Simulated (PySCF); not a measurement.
SMILES F[Si](F)F (F₃Si), doublet, PBE/def2-SVP optimised geometry. Atoms within 1.6 Å of the plane z = 0.0 Å (x, y, z in Å): F1 (1.06, -0.77, 0.00), Si2 (-0.56, -0.77, 0.00), F3 (-1.06, -1.46, 1.39), F4 (-1.06, 0.77, 0.00).

Computed with PySCF with unrestricted PBE/def2-TZVP. Cells within 0.4 Å of a nucleus heavier than hydrogen are left out (blank, or x).

Map of the electrostatic potential (hartree/e), clipped to [-0.08, 0.12] on the plane z = 0.0 Å:

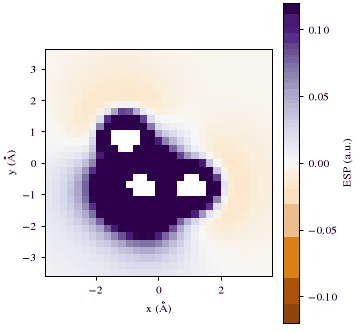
Figure: Electrostatic potential (hartree/e), clipped to [-0.08, 0.12] on the plane z = 0.0 Å.
